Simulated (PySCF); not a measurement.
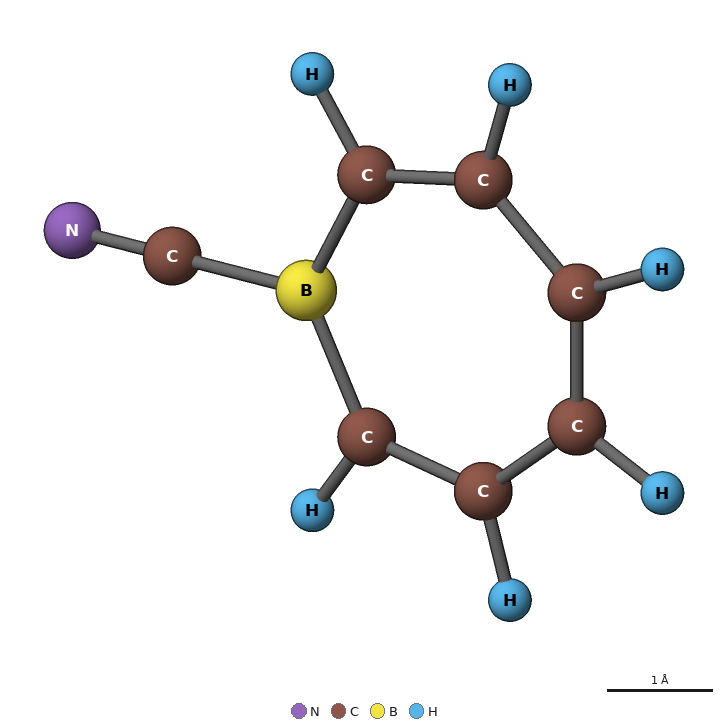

Rendered structure (ball-and-stick style).

Describe the molecule.

It has 15 atoms: 7 carbon, 6 hydrogen, 1 boron and 1 nitrogen (C7H6BN). SMILES: `N#CB1C=CC=CC=C1`. Independent rings (smallest set): 1 of 7 members. Among its groups: nitrile, alkene. The point group is C2v. All atoms lie on one plane. Coordination: 1 C linear; 1 B trigonal planar; 6 C trigonal planar.

More results for the same structure follow; atom numbers are the same in all pictures, views and colours differ. The computed structure is the end point of a PBE0-D3(BJ)/def2-SVP optimisation. No frequency run is at hand to confirm it as a minimum.

NMR shielding

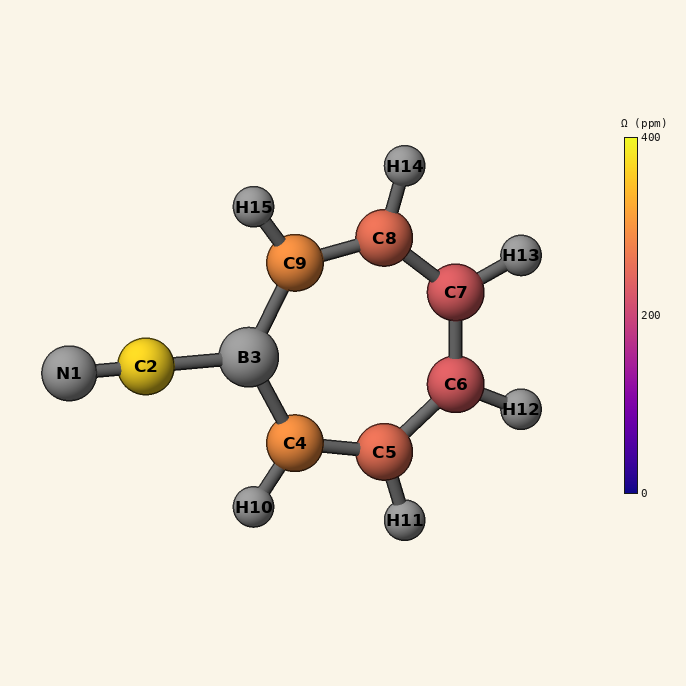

The C atoms are coloured by the span of their shielding tensor. No frequency run is at hand to confirm it as a minimum. Method: GIAO PBE0/pcSseg-1 NMR shielding, non-relativistic, IEF-PCM cyclohexane (PySCF 2.14.0). Principal shieldings σ11 ≤ σ22 ≤ σ33, span Ω = σ33 − σ11, skew κ = 3(σiso − σ22)/Ω.

> Which C atom has the most anisotropic shielding?

C2, with a span of 368 ppm.

Give the shielding tensors of the C atoms.

```
  atom     σ11    σ22    σ33  σiso      Ω     κ
    C2   −79.6  −66.4  288.4  47.4  368.0  0.93
C4, C9  −122.7   10.9  174.2  20.8  296.9  0.10
C5, C8   −97.9   14.3  160.8  25.7  258.8  0.13
C6, C7   −75.5   30.3  159.5  38.1  235.0  0.10
```

Shieldings and span in ppm.

Dipole moment

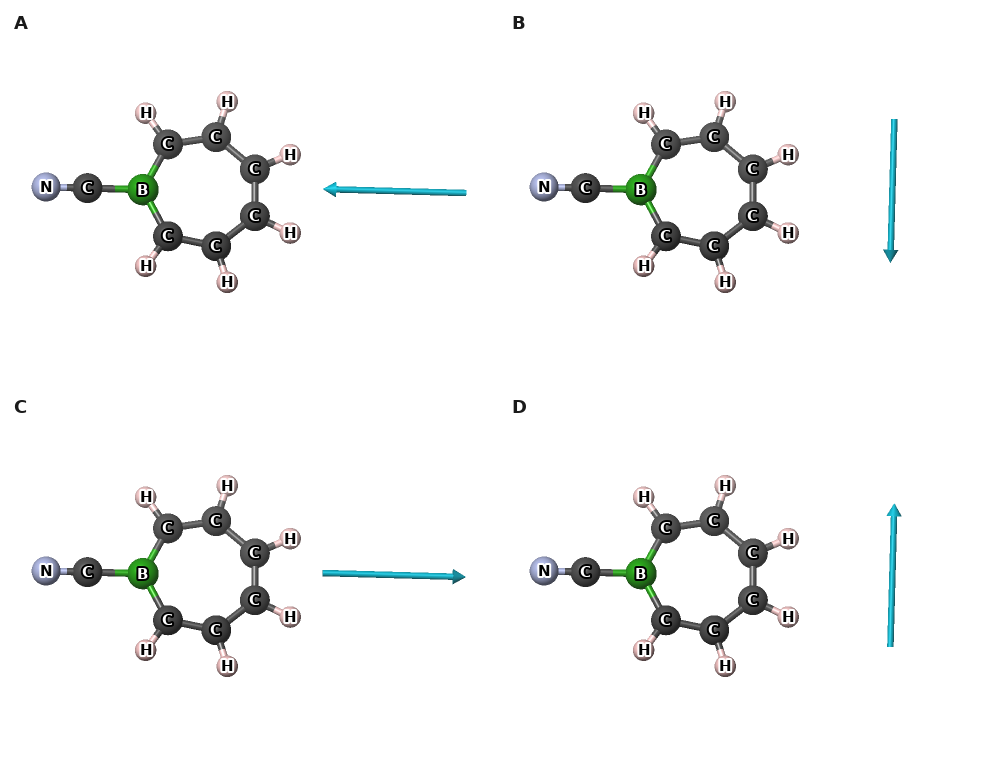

The same molecule four times, each with an arrow. No frequency run is at hand to confirm it as a minimum. Properties computed with PBE0/pcSseg-1 in tetrahydrofuran (IEF-PCM) (PySCF 2.14.0).

> Which arrow points along the dipole moment, from the negative to the positive end?

C. The dipole moment is 8.10 D.

Quadrupole coupling

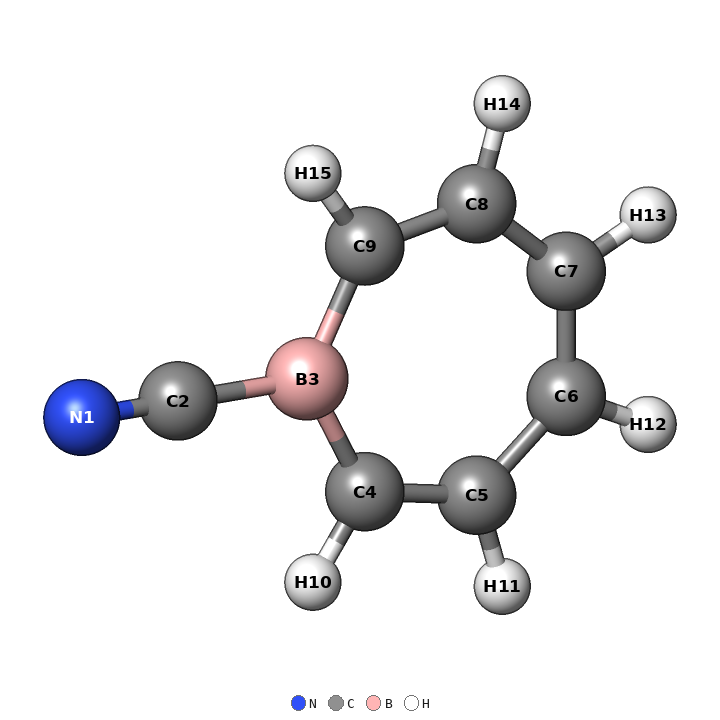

No frequency run is at hand to confirm it as a minimum. Electric field gradients from the ground-state density, PBE0/pcSseg-1 in cyclohexane (IEF-PCM) (PySCF 2.14.0), non-relativistic apart from any core potentials.

Give the largest field-gradient component, the quadrupole coupling constant and the asymmetry for 14N at N1 (Q = 20.44 mb), 11B at B3 (Q = 40.59 mb).

```json
{"atom": "N1", "V_zz (a.u.)": "−1.043", "e²qQ/h (MHz)": "−5.01", "η": "0.20"}
{"atom": "B3", "V_zz (a.u.)": "0.370", "e²qQ/h (MHz)": "3.53", "η": "0.46"}
```

Bond orders

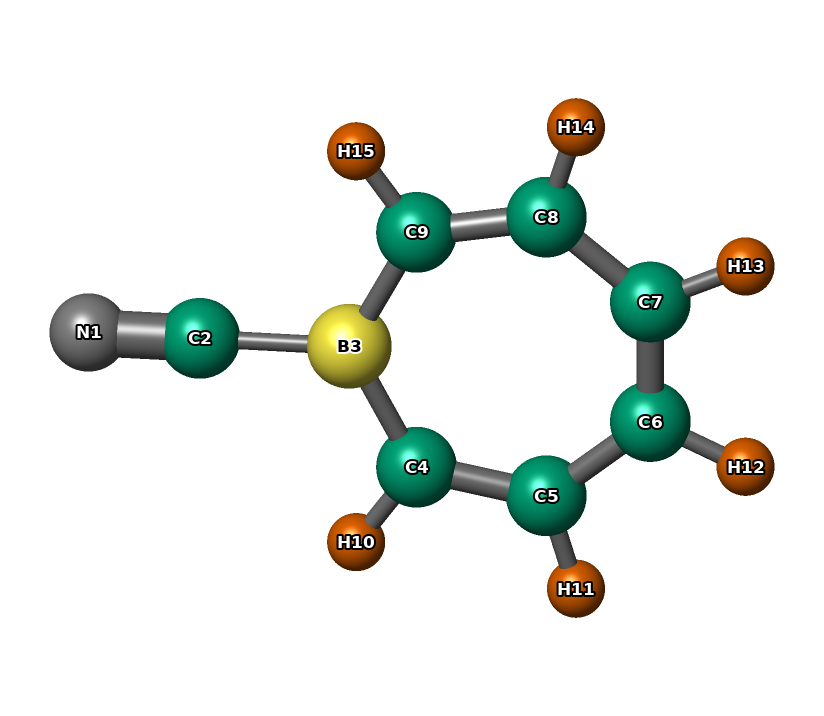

The thickness of each stick grows with its Mayer bond order. No frequency run is at hand to confirm it as a minimum. Computed with PBE0/pcSseg-1 in cyclohexane (IEF-PCM) (PySCF 2.14.0).

> Which bond has the highest Mayer bond order?

N1–C2, 2.91, at a length of 1.161 Å.

List the Mayer bond orders of N1–C2, C2–B3, B3–C4, C6–C7, C5–C6, C6–H12, C4–C5, C5–H11, C4–H10 (one bond of each equivalent set).

```json
{"bond": "N1–C2", "Mayer order": "2.91", "length (Å)": "1.161"}
{"bond": "C2–B3", "Mayer order": "0.89", "length (Å)": "1.557"}
{"bond": "B3–C4", "Mayer order": "1.08", "length (Å)": "1.523"}
{"bond": "C6–C7", "Mayer order": "1.58", "length (Å)": "1.376"}
{"bond": "C5–C6", "Mayer order": "1.32", "length (Å)": "1.419"}
{"bond": "C6–H12", "Mayer order": "0.94", "length (Å)": "1.095"}
{"bond": "C4–C5", "Mayer order": "1.63", "length (Å)": "1.375"}
{"bond": "C5–H11", "Mayer order": "0.94", "length (Å)": "1.097"}
{"bond": "C4–H10", "Mayer order": "0.93", "length (Å)": "1.096"}
```
